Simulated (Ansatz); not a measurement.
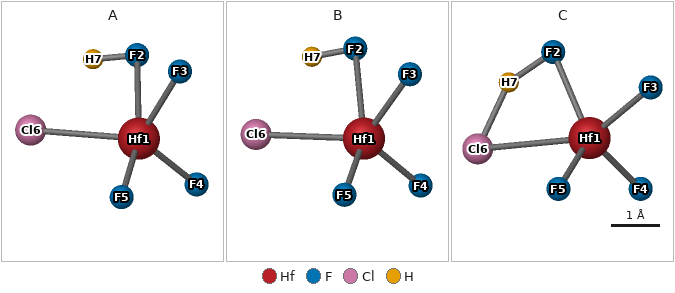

3 geometries from a converged minimum-energy path of HfHClF$_{4}$, shuffled. A ball-and-stick model, seen at a tilt.

Level of theory: Ansatz, RKS B3LYP/def2-SVP. Set-up: 9 movable images; climbing image; force threshold 0.03 eV/Å; iteration limit 46; starting path through a guess of the saddle point.

> Which frame is the top of the path?

C. In order along the path, whose images run from 0 to 10: C (image 4, +8.2 kcal/mol), B (image 8, +2.4 kcal/mol), A (image 9, +1.4 kcal/mol). A hydrogen atom shifts from one atom to another. Breaking: Cl6–H7 (1.30 → 1.53 at the top → 2.27 Å). Forming: F2–H7 (2.38 → 1.20 at the top → 0.95 Å).
